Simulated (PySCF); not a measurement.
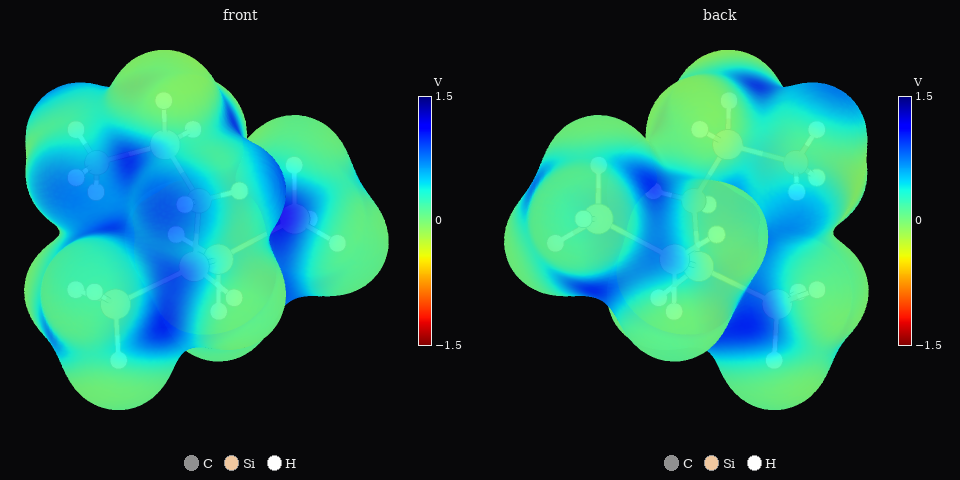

Figure. C2H16Si5. The electrostatic potential painted on the density surface at 0.002 e/bohr³, seen from the front and from behind; red is negative and blue positive.

Geometry: GFN2-xTB.

Level of theory: PBE0/pcSseg-1, SCF density, gas phase, non-relativistic in PySCF 2.14.0.

Input

```
{"job": {"kind": "nmr", "xc": "PBE0", "basis": "pcSseg-1"}, "charge": 0, "multiplicity": 1}
C     -2.460275     0.554930    -0.948828
Si    -1.558819     1.417249     0.479126
C     -0.616326     0.148285     1.534805
Si     0.477873    -1.136268     0.621543
Si    -0.840347    -2.847747    -0.241046
Si     1.929417    -0.034786    -0.834596
Si     3.185386     1.723737    -0.011090
H     -3.100050    -0.247756    -0.592780
H     -3.087941     1.256824    -1.490249
H     -1.760515     0.123249    -1.659201
H     -0.614622     2.405506    -0.066051
H     -2.548808     2.121401     1.311195
H     -1.335717    -0.393124     2.151038
H      0.010807     0.697221     2.238517
H      1.307941    -1.734478     1.704151
H     -0.079314    -4.096703    -0.369651
H     -1.332856    -2.546075    -1.588749
H     -2.029350    -3.177683     0.555513
H      1.168538     0.413202    -2.017662
H      2.834233    -1.050311    -1.408559
H      3.971416     1.300592     1.152037
H      4.145240     2.307292    -0.952912
H      2.329335     2.822430     0.443528
```

Run with:

```sh
OMP_NUM_THREADS=1 python probes_run.py task.json out
```

Question: Where is the surface potential most negative and most positive?

Answer: The most negative region (about −0.1 V) lies over C1, H11 and H12, the most positive (about +1.0 V) over the Si atoms.
